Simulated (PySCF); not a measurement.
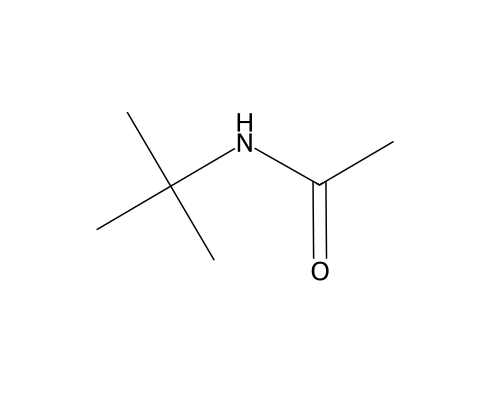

The computed structure is the end point of a PBE0-D3(BJ)/def2-SVP optimisation. No frequency run is at hand to confirm it as a minimum. Level of theory: B3LYP/6-31G*, gas phase (PySCF 2.14.0).

Computed properties:

The species is C₆H₁₃NO (`CC(=O)NC(C)(C)C`).
- dipole moment: 3.49 D
- HOMO energy (Kohn–Sham orbital): −6.47 eV
- LUMO energy (Kohn–Sham orbital): 0.98 eV
- HOMO–LUMO gap: 7.45 eV
